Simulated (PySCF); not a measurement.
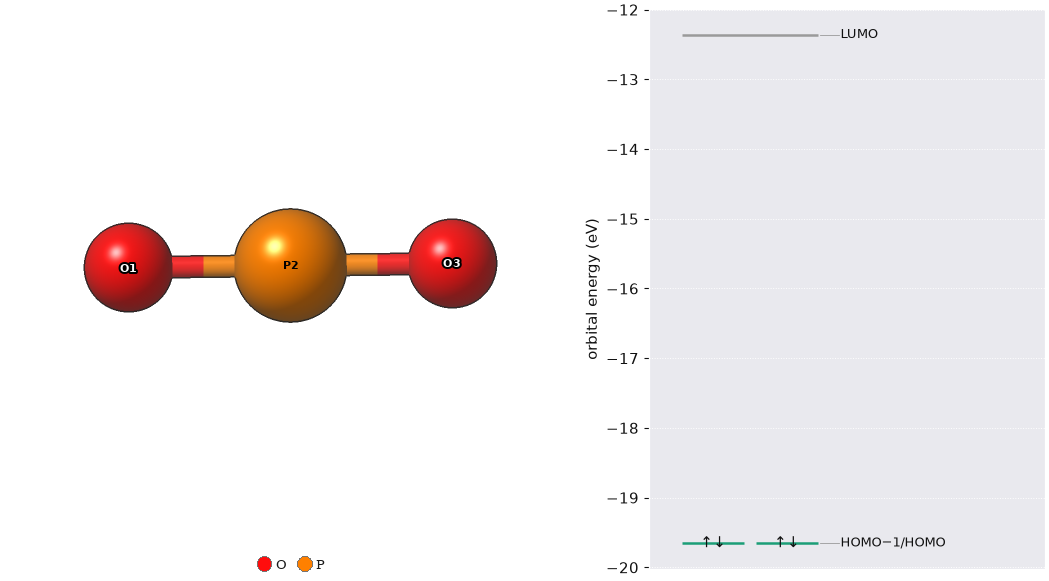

PO₂⁺, SMILES O=[P+]=O. Kohn-Sham orbital energies near the frontier, PBE0/def2-SVPD in PySCF 2.14.0, at a GFN2-xTB geometry (no frequency check), isolated molecule; empty levels in grey, levels within 0.03 eV side by side.

Where do the frontier orbitals lie?

HOMO at −19.65 eV, LUMO at −12.36 eV, 7.29 eV apart.

Is the HOMO or the LUMO degenerate, or nearly so?

The HOMO is one of 2 levels that coincide within 0.005 eV and the LUMO stands alone.

List the levels with the atoms that carry most of them (a dash for levels above zero or within 0.03 eV of another, where shares mean little).

```csv
orbital,energy (eV),Löwdin shares
LUMO,−12.36,"P2 52 %, O1/O3 24 % each"
HOMO,−19.65,–
HOMO−1,−19.65,–
```

Known limits of this run: the tight-binding geometry is rougher than a DFT one and adds to the error.
